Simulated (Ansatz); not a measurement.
SnO (space group P4/nmm, No. 129): coordinates from a relaxation with DFT PBE+D3(BJ), scalar-relativistic, plane waves, PAW (Ansatz).

```xyz
4
Lattice="3.8366 0.0000 0.0000 0.0000 3.8366 0.0000 0.0000 0.0000 4.7595" Properties=species:S:1:pos:R:3 pbc="T T T"
Sn    1.9183    0.0000    1.1588
Sn    0.0000    1.9183    3.6007
O     0.0000    0.0000    0.0000
O     1.9183    1.9183    0.0000
```

Bonds are taken as O–Sn below 2.5 Å; no other contact counts. Atoms with one bond or none are removed and atoms with two bonds are replaced by edges, until no such atom is left.

Derive the underlying net.

The result is a uninodal 4-connected, two-periodic (layers) net: Sn and O are 4-connected nodes. It is the sql net, known from the square lattice. The layers lie parallel to (001).

| node | links | point symbol | coordination sequence |
| --- | --- | --- | --- |
| Sn and O | 4 | 4^4.6^2 | 4 8 12 16 20 24 28 32 |

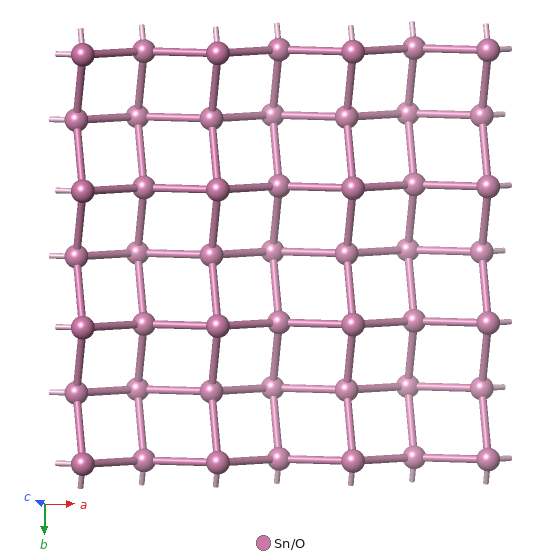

Nodes are coloured by topological kind. One layer is drawn. Short stubs are edges that leave the cut-out.
